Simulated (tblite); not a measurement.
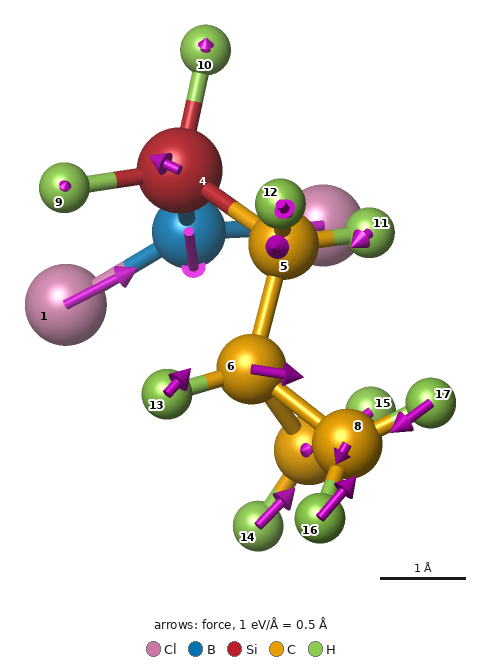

Starting geometry of C4H9BCl2Si with the computed forces as purple arrows. Style: ball-and-stick. Shown from a free direction.

Level of theory: tblite 0.8.0, GFN2-xTB geometry optimisation, gas phase. 

Q: What follows when this structure is relaxed?

A: It isn't relaxed: the largest force vector, on the B atom, is 2.31 eV/Å. The final displacements follow the starting forces only in part (cosine between the two patterns 0.33). The atom that moves furthest after the best rigid fit is a Cl atom (0.59 Å). By element the largest moves are Cl 0.59 Å, H 0.23 Å, B 0.16 Å, C 0.13 Å, Si 0.05 Å. Near-neighbour distances that change, for instance: B–Cl 1.848 → 1.725 Å, B–Si 1.938 → 1.993 Å, C–Si 1.872 → 1.917 Å, C–H 1.117 → 1.080 Å. Bond angles that change, for instance: H–C–H 121.8° → 113.6°, C–C–H 121.1° → 113.6°, C–C–C 114.3° → 120.4°. After 103 geometry steps the energy has fallen by 0.683 eV.
